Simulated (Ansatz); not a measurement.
# C2HClFIn (SMILES C#[C][In]([F])[Cl]) at PBE-QIDH/def2-SVP (core potential)

Aim: the vertical singlet–triplet gap of C2HClFIn at PBE-QIDH/def2-SVP (core potential), from 2 runs. 

The results are computed with Ansatz 0.2.0.

117 further runs of the same task are left out: 1 that didn't finish, 116 set aside as unsound or not needed.

### Step 1. The molecule

C2HClFIn has 6 atoms, charge 0, and is taken as a singlet. As SMILES, `C#[C][In]([F])[Cl]`. The shape is that of a PBE0-D4/def2-TZVP optimisation.

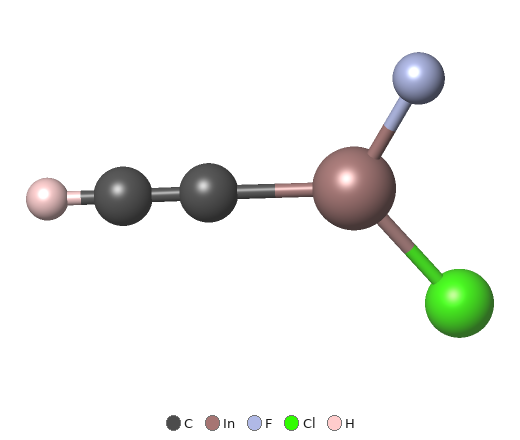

Viewed from a chosen angle; carbon dark grey, indium brown, fluorine light blue, chlorine green, hydrogen pink.

### Step 2. The energy at PBE-QIDH/def2-SVP (core potential)

Contents of job.yaml:

```yaml
crystal:
  periodic: [false, false, false]
  atoms:
    - {symbol: C, position_ang: [1.088300, 0.340300, 1.700800]}
    - {symbol: C, position_ang: [0.438900, 0.120100, 0.708700]}
    - {symbol: In, position_ang: [-0.655800, -0.235700, -0.984700]}
    - {symbol: F, position_ang: [-1.773600, -1.806600, -1.123700]}
    - {symbol: Cl, position_ang: [-0.759200, 1.049500, -2.880900]}
    - {symbol: H, position_ang: [1.661500, 0.532400, 2.579900]}
basis:
  gaussian:
    orbitals: def2-SVP
magnetization:
  spin_polarized: false
hamiltonian:
  xc: {name: PBE-QIDH}
correlation:
  frozen_orbitals: {C: 1, Cl: 5, F: 1, H: 0, In: 4}
accuracy: high
output: {orbitals: {seedname: orbitals}}
```

Command:

```
ansatz run job.yaml --threads 1 --pin off --max-ram 3480MiB --events-out events.jsonl --progress --plain --runs-dir runs
```

What it wrote:

```text
Warning: RAYON_NUM_THREADS=1 ignored (pool sized by the plan → 1); use --threads N
Functional definition: PBE-QIDH
  name "PBE-QIDH"
  parameter a = 3^(-1/3)
  parameter c = 1/3
  exchange = (1 - a)*pbe_x + a*exact_x
  correlation = (1 - c)*pbe_c + c*(mp2_os + mp2_ss)
1941 factors; integrals over basis functions are off by at most 3.4e-9 eV
mean field evaluation 1: about -22463.7700 eV, gradient 4.2e1 eV
mean field evaluation 2: about -22463.8790 eV, gradient 4.2e1 eV
mean field evaluation 4: about -22467.7014 eV, gradient 4.2e0 eV
mean field evaluation 8: about -22467.7542 eV, gradient 5.4e-1 eV
mean field evaluation 16: about -22467.7550 eV, gradient 4.6e-4 eV
mean field -22467.75502757 eV, -825.6747680720 hartree, gradient 2.0e-8 eV, S^2 0.000000; 0 other end points of the search recorded, 0 dependent functions left out
12 core orbitals not correlated: weight in the atoms' cores, before any rotation towards them, 1.000 or more for the frozen orbitals, at most 0.000 for the correlated occupied ones
reference -22467.75502895 eV, -825.6747681227 hartree; 18, 18 occupied and 61, 61 virtual orbitals, 1941 factors
second order -19.99548345 eV of doubles, -0.00000000 eV of singles
Total energy: -22474.42019010 eV, -825.9197082772 hartree
```

Wall time 11 s (1 thread of Arm Neoverse V2, shared host); peak memory 0.32 GiB.

### Step 3. The triplet at the same level

Contents of in.yaml:

```yaml
crystal:
  periodic: [false, false, false]
  atoms:
    - {symbol: C, position_ang: [1.088300, 0.340300, 1.700800]}
    - {symbol: C, position_ang: [0.438900, 0.120100, 0.708700]}
    - {symbol: In, position_ang: [-0.655800, -0.235700, -0.984700]}
    - {symbol: F, position_ang: [-1.773600, -1.806600, -1.123700]}
    - {symbol: Cl, position_ang: [-0.759200, 1.049500, -2.880900]}
    - {symbol: H, position_ang: [1.661500, 0.532400, 2.579900]}
basis:
  gaussian:
    orbitals: def2-SVP
total_charge: 0
magnetization:
  spin_polarized: true
  initial_magnetization: 2
hamiltonian:
  xc: {name: PBE-QIDH}
correlation:
  frozen_orbitals: {C: 1, Cl: 5, F: 1, H: 0, In: 4}
accuracy: high
output: {orbitals: {seedname: orbitals}}
```

Command:

```
ansatz run in.yaml --threads 1 --pin off --max-ram 3480MiB --events-out events.jsonl --progress --plain --runs-dir runs
```

What it wrote (excerpt; [...] marks lines left out):

```text
Warning: RAYON_NUM_THREADS=1 ignored (pool sized by the plan → 1); use --threads N
[... 2 set-up lines as earlier in the session ...]
[...]
1941 factors; integrals over basis functions are off by at most 3.4e-9 eV
[...]
mean field -22463.13550316 eV, -825.5050036809 hartree, gradient 2.5e-8 eV, S^2 2.009134; 10 other end points of the search recorded, 0 dependent functions left out
12 core orbitals not correlated: weight in the atoms' cores, before any rotation towards them, 1.000 or more for the frozen orbitals, at most 0.000 for the correlated occupied ones
reference -22463.13550455 eV, -825.5050037319 hartree; 19, 17 occupied and 60, 62 virtual orbitals, 1941 factors
second order -18.35188755 eV of doubles, -0.00000000 eV of singles
Total energy: -22469.25280040 eV, -825.7298102080 hartree
```

Wall time 77 s (1 thread of Arm Neoverse V2, shared host); peak memory 0.7 GiB.

### Step 4. Summary of results

Level: PBE-QIDH/def2-SVP (core potential), 12 core orbitals frozen.

```
                                                         quantity          value
                                            singlet: total energy  -825.91971 Eh
                       singlet: HOMO energy (SCF part's orbitals)      -10.86 eV
                       singlet: LUMO energy (SCF part's orbitals)       -0.36 eV
                     singlet: HOMO–LUMO gap (SCF part's orbitals)       10.49 eV
                                            triplet: total energy  -825.72981 Eh
triplet: HOMO energy (SCF part's orbitals) (highest over α and β)       -5.96 eV
 triplet: LUMO energy (SCF part's orbitals) (lowest over α and β)       -3.36 eV
                                                    triplet: ⟨S²⟩          2.009
                 vertical energy of the triplet above the singlet       5.167 eV
```

**Reading.** At this shape the triplet lies 5.17 eV (119 kcal/mol) above the singlet.
